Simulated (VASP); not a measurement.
# ZnPb: structure and properties in VASP, part 3 of 4

Aim: relax ZnPb, then compute properties on the relaxed cell. The cell is invented: it takes the structure of a Materials Project entry for MgCd (space group 166 there), with all of its atoms replaced by other elements, volume scaled by an estimate. It may not be a known or stable phase.

VASP 6.6.1, plane waves and PAW; the level of theory is named at each step.

So far. Step 4 (Single point with fields (AM05)): In this run the pressure is 0.05 GPa, small enough to go on. Step 5 (Bands along the symmetry lines (AM05)): There is no gap at this level. The relaxed cell has a = 3.489, c = 13.285 Å (conventional setting).

## 6. Total and projected DOS (AM05)

Level of this step: AM05; plane waves and PAW (Pb_d, Zn); invented cell (VASP).

Here the states are counted by energy and projected on the atoms. The mesh is finer than in the run before.

The input, INCAR:

```
SYSTEM = ZnPb
PREC = Accurate
ENCUT = 400
EDIFF = 1E-06
NELM = 100
ISMEAR = -5
SIGMA = 0.2
LREAL = .FALSE.
ALGO = Normal
GGA = AM
LORBIT = 11
LWAVE = .FALSE.
LCHARG = .FALSE.
NEDOS = 2001
```

The input, POSCAR:

```
ZnPb
1.0
    1.7443065733      1.0070755543      4.4282740905
   -1.7443065733      1.0070755543      4.4282740905
    0.0000000000     -2.0141511084      4.4282740905
Pb Zn
1 1
Direct
    0.0000000000      0.0000000000      0.0000000000
    0.5000000000      0.5000000000      0.5000000000
```

The input, KPOINTS:

```
Automatic mesh
0
Gamma
11 11 11
0 0 0
```

Potentials, in the order of the species: Pb_d and Zn (PBE family, release 64).

On the command line:

```sh
$ mpirun -np 1 vasp_std
```

What it wrote:

```text
[... set-up lines as in an earlier step ...]
 entering main loop
       N       E                     dE             d eps       ncg     rms          rms(c)
DAV:   2     0.407983399344E+01   -0.16631E+03   -0.16465E+03  4989   0.357E+02
DAV:   3    -0.458891502873E+01   -0.86687E+01   -0.86358E+01  6191   0.973E+01
DAV:   4    -0.473561664342E+01   -0.14670E+00   -0.14657E+00  5867   0.134E+01
DAV:   5    -0.474134381444E+01   -0.57272E-02   -0.57270E-02  6344   0.243E+00    0.199E+00
DAV:   6    -0.462483792224E+01    0.11651E+00   -0.66131E-01  5502   0.139E+01    0.165E+00
DAV:   7    -0.461705475138E+01    0.77832E-02   -0.46261E-02  5673   0.315E+00    0.766E-01
DAV:   8    -0.461395760659E+01    0.30971E-02   -0.65969E-03  6535   0.117E+00    0.109E-01
DAV:   9    -0.461393020973E+01    0.27397E-04   -0.76213E-04  6914   0.441E-01    0.277E-02
DAV:  10    -0.461390521805E+01    0.24992E-04   -0.13182E-04  5533   0.146E-01    0.115E-02
DAV:  11    -0.461388926775E+01    0.15950E-04   -0.18871E-05  7482   0.624E-02    0.325E-03
DAV:  12    -0.461388856557E+01    0.70218E-06   -0.19500E-06  4069   0.191E-02
   1 F= -.46138886E+01 E0= -.46138886E+01  d E =0.000000E+00
 -----------------------------------------------------------------------------
|                                                                             |
|           W    W    AA    RRRRR   N    N  II  N    N   GGGG   !!!           |
|           W    W   A  A   R    R  NN   N  II  NN   N  G    G  !!!           |
|           W    W  A    A  R    R  N N  N  II  N N  N  G       !!!           |
|           W WW W  AAAAAA  RRRRR   N  N N  II  N  N N  G  GGG   !            |
|           WW  WW  A    A  R   R   N   NN  II  N   NN  G    G                |
|           W    W  A    A  R    R  N    N  II  N    N   GGGG   !!!           |
|                                                                             |
|     Tetrahedron method does not include variations of the Fermi             |
|     occupations, so forces and stress will be inaccurate. We suggest        |
|     using a different smearing scheme ISMEAR = 1 or 2 for metals in         |
|     relaxations.                                                            |
|                                                                             |
 -----------------------------------------------------------------------------
```

It took 2.4 min on 1 MPI rank of AMD EPYC 7R43, shared host; peak memory 0.19 GiB.

Parts of OUTCAR (step 6):

```text
   k-points           NKPTS =    146   k-points in BZ     NKDIM =    146   number of bands    NBANDS=     17

   NELECT =      26.0000    total number of electrons

 E-fermi :   5.4150

 k-point     1 :       0.0000    0.0000    0.0000
  band No.  band energies     occupation
    ...
      9      -1.7236      2.00000
     10      -1.6629      2.00000
     11      -1.6629      2.00000
     12       3.2281      2.00000
     13       4.0023      2.00000
     14      11.2674      0.00000
     15      11.2674      0.00000
     16      14.7648      0.00000
     17      14.9234      0.00000

  Total        0.0262312      0.0262311      0.0471254      0.0000000      0.0000000      0.0000000
  in kB        0.9004453      0.9004448      1.6176880      0.0000000      0.0000000      0.0000000
  external PRESSURE =       1.1395260 kB  Pullay stress =       0.0000000 kB

 POSITION                                       TOTAL-FORCE (eV/Angst)
 -----------------------------------------------------------------------------------
      0.00000      0.00000      0.00000        -0.000000      0.000000      0.000000
      0.00000      0.00000      6.64241         0.000000     -0.000000     -0.000000
 -----------------------------------------------------------------------------------
    total drift:                               -0.000000      0.000000      0.000000

  FREE ENERGIE OF THE ION-ELECTRON SYSTEM (eV)
  ---------------------------------------------------
  free  energy   TOTEN  =        -4.6138885656 eV

  energy  without entropy=       -4.6138885656  energy(sigma->0) =       -4.61388857

[... 6 parts as in an earlier step ...]

[... 10 further parts left out ...]
```

With tetrahedra the forces and stress of a metal are not exact derivatives of the energy.

Numbers from this step:

```
irreducible k-points   : 146
free energy (TOTEN)    : -4.614 eV
Fermi energy           : 5.415 eV
pressure               : 0.1140 GPa
DOS at the Fermi level : 0.8702 states/eV/cell
```

The density of states has structure finer than the step of the table below, so its rows give means over 1 eV, whole bins alone (the curve runs from -12.0 to 3.21 eV). Peaks (eV: height): total -7.2: 47.9; Zn d -7.2: 45.9.

States under -12.0 eV and over 3.2 eV are left out. Density of states against energy, zero at the Fermi level; means over each step; values in states/eV/cell:

```
energy (eV)  total     Zn d
        -11  0.219  0.00152
        -10  0.482   0.0125
         -9  0.682   0.0862
         -8  0.618    0.163
         -7   10.0     9.43
         -6  0.349    0.141
         -5  0.250   0.0106
         -4  0.834   0.0379
         -3  0.715   0.0225
         -2  0.707   0.0152
         -1  0.860   0.0214
          0  0.838   0.0227
          1  0.808   0.0196
          2   1.06   0.0253
```

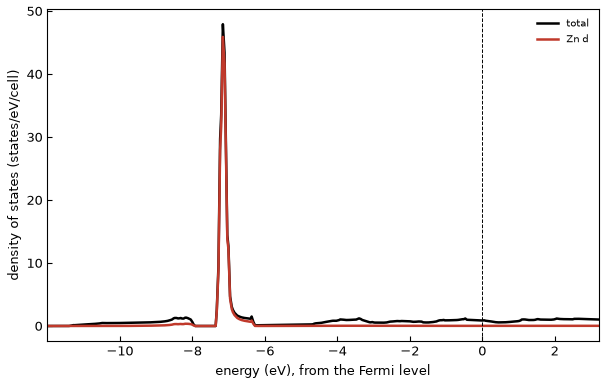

Density of states against energy.

The finer mesh and the other smearing move the Fermi level by -0.14 eV from the 8×8×8 run, one measure of the sampling error in the zero of the bands above.

## 7. Independent-particle dielectric function (AM05)

LOPTICS sums transitions from filled to empty bands. NBANDS is raised for it.

INCAR: that of step 6 with these lines changed.

```diff
@@ -5,3 +5,3 @@
 NELM = 100
-ISMEAR = -5
+ISMEAR = 1
 SIGMA = 0.2
@@ -13,2 +13,5 @@
 LCHARG = .FALSE.
-NEDOS = 2001
+LOPTICS = .TRUE.
+NEDOS = 1500
+CSHIFT = 0.1
+NBANDS = 29
```

POSCAR is that of step 6.

KPOINTS is that of step 6.

On the command line:

```sh
$ mpirun -np 1 vasp_std
```

What it wrote:

```text
[... set-up lines as in an earlier step ...]
 entering main loop
       N       E                     dE             d eps       ncg     rms          rms(c)
DAV:   1     0.213882927689E+03    0.21388E+03   -0.98055E+03  8803   0.990E+02
DAV:   2     0.130370264503E+02   -0.20085E+03   -0.18961E+03  8564   0.274E+02
DAV:   3    -0.434241889883E+01   -0.17379E+02   -0.17233E+02  9725   0.856E+01
DAV:   4    -0.473203565645E+01   -0.38962E+00   -0.38932E+00  9985   0.130E+01
DAV:   5    -0.474308611482E+01   -0.11050E-01   -0.11049E-01 11088   0.217E+00    0.198E+00
DAV:   6    -0.462816658433E+01    0.11492E+00   -0.35662E-01 10690   0.811E+00    0.162E+00
DAV:   7    -0.461913549359E+01    0.90311E-02   -0.25452E-02 10656   0.178E+00    0.759E-01
DAV:   8    -0.461568776420E+01    0.34477E-02   -0.55129E-03 12196   0.678E-01    0.981E-02
DAV:   9    -0.461564041053E+01    0.47354E-04   -0.58851E-04 12169   0.248E-01    0.286E-02
DAV:  10    -0.461563263713E+01    0.77734E-05   -0.72047E-05 10321   0.742E-02    0.142E-02
DAV:  11    -0.461563256795E+01    0.69178E-07   -0.58248E-06 11863   0.198E-02
   1 F= -.46156326E+01 E0= -.46155409E+01  d E =-.274958E-03
 optical routines
 imaginary and real dielectric function
 recalculating local potential from charge density
 direction            1
 direction            2
 direction            3
```

It took 4 min on 1 MPI rank; peak memory 0.37 GiB.

OUTCAR, selected parts (step 7):

```text
   k-points           NKPTS =    146   k-points in BZ     NKDIM =    146   number of bands    NBANDS=     29

   NELECT =      26.0000    total number of electrons

 E-fermi :   5.4644

 k-point     1 :       0.0000    0.0000    0.0000
  band No.  band energies     occupation
    ...
      9      -1.7193      2.00000
     10      -1.6577      2.00000
     11      -1.6577      2.00000
     12       3.2270      2.00000
     13       4.0029      2.00000
     14      11.2660      0.00000
     15      11.2660      0.00000
     16      14.7672      0.00000
     17      14.9239      0.00000
     18      14.9239      0.00000
    ...

  Total        0.0820120      0.0820119     -0.0510576      0.0000000     -0.0000000      0.0000000
  in kB        2.8152523      2.8152505     -1.7526707      0.0000000     -0.0000000      0.0000000
  external PRESSURE =       1.2926107 kB  Pullay stress =       0.0000000 kB

  FREE ENERGIE OF THE ION-ELECTRON SYSTEM (eV)
  ---------------------------------------------------
  free  energy   TOTEN  =        -4.6156325680 eV

  energy  without entropy=       -4.6153576100  energy(sigma->0) =       -4.61554092

 plasma frequency squared (from intraband transitions) (eV^2)
  --------------------------------------------------------------------------------------
      62.041       0.000       0.000
       0.000      62.041       0.000
       0.000       0.000     121.461

[... 8 parts as in an earlier step ...]

[... 9 further parts left out ...]
```

The imaginary part turns negative at the lowest energies, an artefact of Methfessel-Paxton occupations outside 0 and 1. These are independent-particle spectra without excitons or local fields, and fine structure depends on the mesh and on CSHIFT. The intraband (Drude) part is not in this spectrum.

Numbers from this step:

```yaml
scf_cycles: 11
bands: 29
free_energy_toten: -4.616 eV
energy_at_zero_smearing: -4.616 eV
fermi_energy: 5.464 eV
pressure: 0.1293 GPa
```

The imaginary dielectric function has structure finer than the step of the table below, so its rows give means over 2.5 eV, whole bins alone (the curve runs from 0 to 25.0 eV). Peaks (eV: height): xx 1.11: 33.3; zz 1.11: 51.6.

Imaginary dielectric function against photon energy; means over each step:

```
photon energy (eV)     xx     zz
               2.5   15.9   20.2
               5.0   2.83   2.01
               7.5  0.725  0.757
              10.0  0.713  0.626
              12.5  0.403  0.352
              15.0  0.376  0.310
              17.5  0.448  0.448
              20.0  0.429  0.460
              22.5  0.343  0.322
```

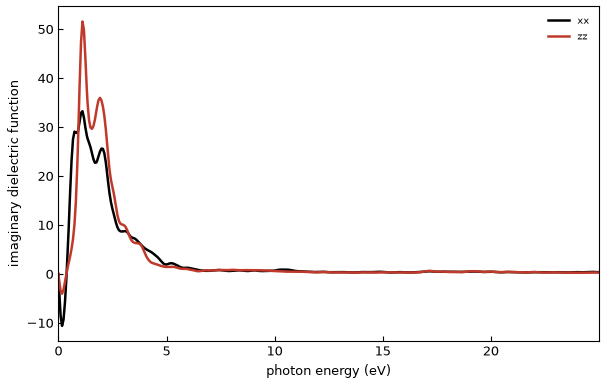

Imaginary dielectric function against photon energy.

The real dielectric function by photon energy:

```
photon energy (eV)       xx       zz
                 0     19.0     26.5
                 1     23.4     47.3
                 2    0.652    -2.32
                 3    -4.08    -8.36
                 4    -4.25    -7.15
                 5    -2.74    -3.02
                 6    -1.65    -1.75
                 7   -0.567   -0.610
                 8  -0.0628   -0.172
                 9    0.221  0.00988
                10    0.493   0.0552
                11    0.171    0.269
                12    0.454    0.418
                13    0.589    0.533
                14    0.746    0.687
                15    0.691    0.757
                16    0.784    0.824
                17    0.940     1.03
                18    0.817    0.778
                19    0.841    0.904
                20    0.778    0.732
                21    0.762    0.729
                22    0.836    0.740
                23    0.866    0.759
                24    0.859    0.826
```

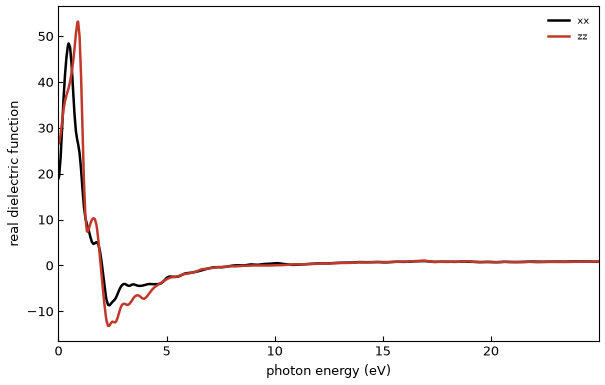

Real dielectric function, plotted against photon energy.

## 8. Elastic tensor by finite strains (AM05)

IBRION = 6 with ISIF = 3 strains the cell both ways at fixed fractional positions, and adds the ions' share afterwards from the force constants. Stress converges slowly with the basis, so the cutoff is raised.

The input, INCAR:

```
SYSTEM = ZnPb
PREC = Accurate
ENCUT = 500
EDIFF = 1E-07
NELM = 100
ISMEAR = 1
SIGMA = 0.2
LREAL = .FALSE.
ALGO = Normal
GGA = AM
LORBIT = 11
LWAVE = .FALSE.
LCHARG = .FALSE.
IBRION = 6
NFREE = 2
POTIM = 0.015
ISIF = 3
NSW = 1
```

POSCAR is that of step 7.

The input, KPOINTS:

```
Automatic mesh
0
Gamma
8 8 8
0 0 0
```

On the command line:

```sh
$ mpirun -np 1 vasp_std
```

What it wrote:

```text
[... set-up lines as in an earlier step ...]
 entering main loop
       N       E                     dE             d eps       ncg     rms          rms(c)
DAV:   1     0.184913430845E+03    0.18491E+03   -0.13137E+04  2210   0.197E+03
DAV:   2     0.490284620514E+01   -0.18001E+03   -0.17809E+03  2218   0.383E+02
DAV:   3    -0.459413228075E+01   -0.94970E+01   -0.94645E+01  2756   0.104E+02
DAV:   4    -0.476132581476E+01   -0.16719E+00   -0.16715E+00  2629   0.145E+01
[...]
DAV:  11    -0.463916970817E+01    0.63714E-06   -0.17164E-05  3347   0.579E-02    0.349E-03
DAV:  12    -0.463916985155E+01   -0.14339E-06   -0.16886E-06  2442   0.161E-02    0.203E-03
DAV:  13    -0.463916984621E+01    0.53369E-08   -0.92722E-08  1640   0.407E-03
   1 F= -.46391698E+01 E0= -.46397967E+01  d E =0.188058E-02
[... from here on, the cycles between the ionic steps are left out ...]
   2 F= -.46381185E+01 E0= -.46385284E+01  d E =0.122968E-02
   3 F= -.46359831E+01 E0= -.46366107E+01  d E =0.188288E-02
   4 F= -.46380911E+01 E0= -.46385183E+01  d E =0.128169E-02
   5 F= -.46360027E+01 E0= -.46365682E+01  d E =0.169636E-02
   6 F= -.46373276E+01 E0= -.46381312E+01  d E =0.241090E-02
   7 F= -.46348156E+01 E0= -.46348333E+01  d E =0.529968E-04
[...]
hard stop encountered!  aborting job ...
[...]
|     The electronic self-consistency was not achieved in the given           |
[...]
soft stop encountered!  aborting job ...
   8 F= -.46424740E+01 E0= -.46430160E+01  d E =0.162604E-02
 deleting file STOPCAR
```

Wall time 21 min (1 MPI rank); peak memory 0.35 GiB.

The run was stopped at its time limit, by a STOPCAR file.

More ranks or a longer limit would be the way on.

[end of part 3 of 4]

[Lines on the potential files, build, host, timing and source positions are cut from VASP's logs without a mark.]

[Logs are printed without paths, hosts, clocks, repeated set-up lines and the standing remarks that a program may print on its own settings, such as how far it seeks lower states.]

[Hosts, paths, dates, database ids (printed as entryN), source tags and the programs' standing remarks are cut or masked in the printed files.]

[A measured line is paired with the nearest computed mode of its activity, which favours agreement.]

[In band tables of VASP the shares of atoms and orbitals are scaled to a sum of 1 inside the atoms' spheres.]
